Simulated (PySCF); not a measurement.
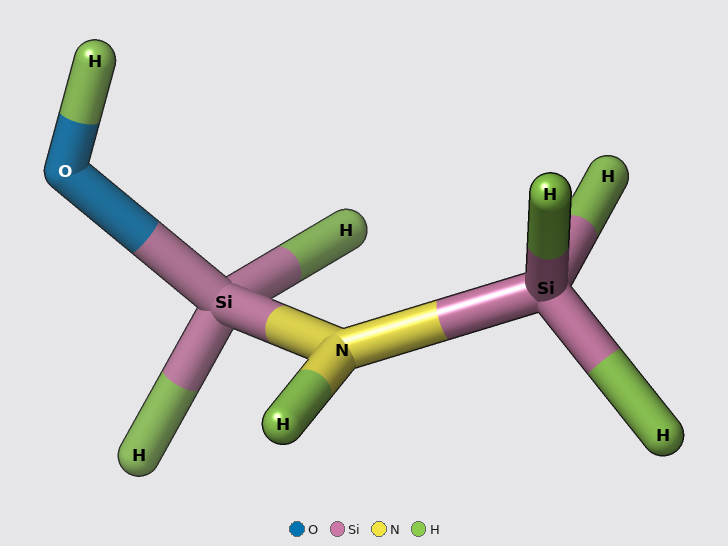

The picture shows a molecular structure as a stick model.

The computed structure is the end point of a PBE0-D3(BJ)/def2-SVP optimisation. No frequency run is at hand to confirm it as a minimum.

Describe the molecule.

The molecule is H7NOSi2. Its SMILES string is `O[SiH2]N[SiH3]`. It has no ring. Among its groups: Si–H bond, Si–O bond, Si–N bond. The point group is C1. Coordination: 1 O bent; 2 Si tetrahedral; 1 N trigonal planar.

More results for the same structure follow; atom numbers are the same in all pictures, views and colours differ.

Geometry

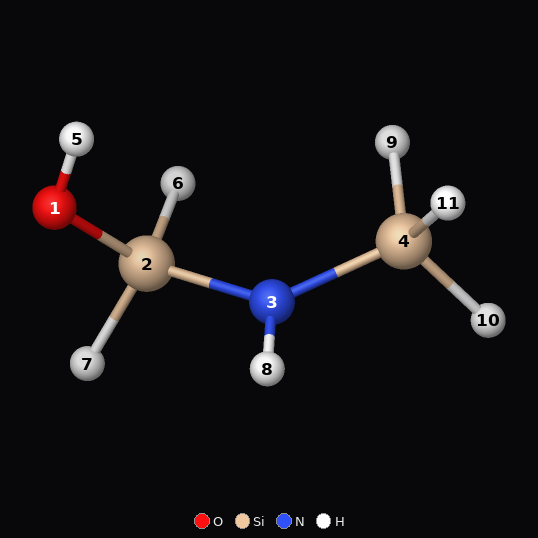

Numbered structure. No frequency run is at hand to confirm it as a minimum.

Give the bond lengths.

| bond | length (Å) | order |
| --- | --- | --- |
| O1–Si2 | 1.665 | single |
| O1–H5 | 0.962 | single |
| Si2–N3 | 1.735 | single |
| Si2–H6 | 1.493 | single |
| Si2–H7 | 1.486 | single |
| N3–Si4 | 1.741 | single |
| N3–H8 | 1.018 | single |
| Si4–H9 | 1.492 | single |
| Si4–H10 | 1.496 | single |
| Si4–H11 | 1.498 | single |

Electronic properties

No frequency run is at hand to confirm it as a minimum. Level of theory: PBE0/6-31G, gas phase (PySCF 2.14.0).

Question: Estimate the HOMO energy (Kohn–Sham orbital).

Answer: −7.43 eV.

Question: Estimate the HOMO–LUMO gap.

Answer: 7.99 eV.

Question: What is the dipole moment?

Answer: 1.77 D.

Quadrupole coupling

No frequency run is at hand to confirm it as a minimum. Electric field gradients from the ground-state density, PBE0/STO-3G (PySCF 2.14.0), non-relativistic apart from any core potentials.

Give the largest field-gradient component, the quadrupole coupling constant and the asymmetry for 17O at O1 (Q = −25.6 mb), 14N at N3 (Q = 20.44 mb), 2H at H5 (Q = 2.86 mb), 2H at H6 (Q = 2.86 mb).

```tsv
atom	V_zz (a.u.)	e²qQ/h (MHz)	η
O1	2.199	−13.23	0.82
N3	−1.637	−7.86	0.17
H5	0.484	0.326	0.09
H6	0.142	0.095	0.00
```

NMR shielding

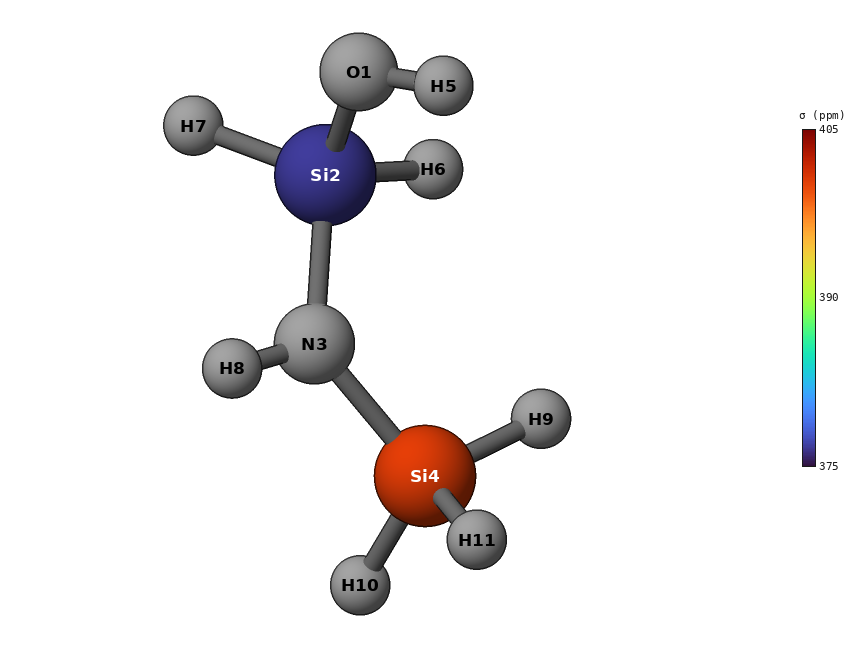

Atoms are coloured by their isotropic NMR shieldings (Si only, the others grey). No frequency run is at hand to confirm it as a minimum. Level of theory: GIAO B97-2/pcSseg-2 NMR shielding, non-relativistic, gas phase (PySCF 2.14.0).

List the isotropic NMR shieldings of the Si atoms.

```json
{"atom": "Si2", "σ (ppm)": "376.7"}
{"atom": "Si4", "σ (ppm)": "400.5"}
```
